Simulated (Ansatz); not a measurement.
**Pressure series in InAgTe2**

The parent structure is InAgTe2 in the chalcopyrite structure (space group I-42d, No. 122; a = 6.354 Å, c = 12.637 Å).

Cell and atoms are relaxed at each pressure.

Level of theory: LDA (Ansatz, a first-principles code, PAW, no spin-orbit coupling).

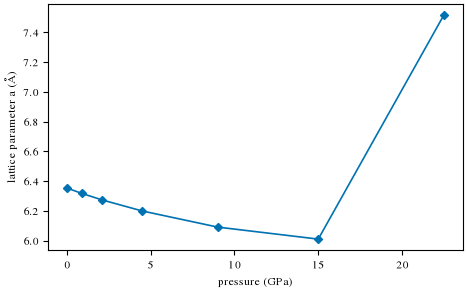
*Lattice parameter a against pressure*

Question: From the plot, what is the lattice parameter a for pressure 2.1 GPa?

Answer: About 6.3 Å.

Question: Is the trend monotonic over the range shown?

Answer: No, it turns within the range, spanning 6.010 Å to 7.518 Å.

A case with no gap was solved on a k-mesh chosen for an insulator, which is coarse for it. From pressure 22.5 GPa on, the axis ratios lie over 15 % from the base's, so the cell there is far from its starting form. Load acts through the strain it causes; cell and atoms are relaxed under it. Whether these cells are dynamically stable was not tested. Competing high-pressure phases were not computed. The final runs are not spin-polarised.
